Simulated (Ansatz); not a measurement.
Consider MoS2 (space group P6_3/mmc, No. 194; a = 3.109 Å, c = 11.709 Å; layered, stacked along the Cartesian z axis). Axes: x lies along a and z along c of the hexagonal cell.

Modification: biaxial strain +3.00 %, plane normal [001], relaxed out of plane (Cartesian); in-plane vectors clamped, the third vector and the atoms free.

Method: PBEsol-D3(BJ), PAW, 420 eV (Ansatz, a program for electronic structure; scalar-relativistic without spin-orbit coupling).

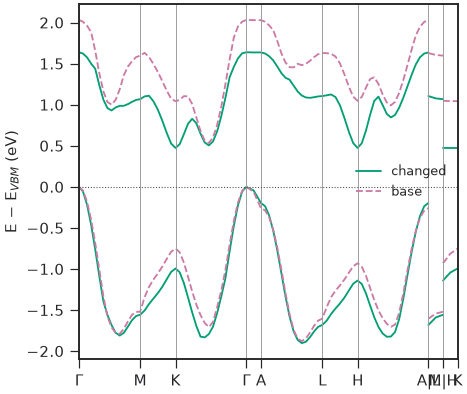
*Highest valence and lowest conduction band along the path, each from its own valence-band maximum*

Q: From the figure, how large is the changed gap, and is it direct?

A: About 0.47 eV, indirect, Γ → K.

Stability against distortions was not tested.
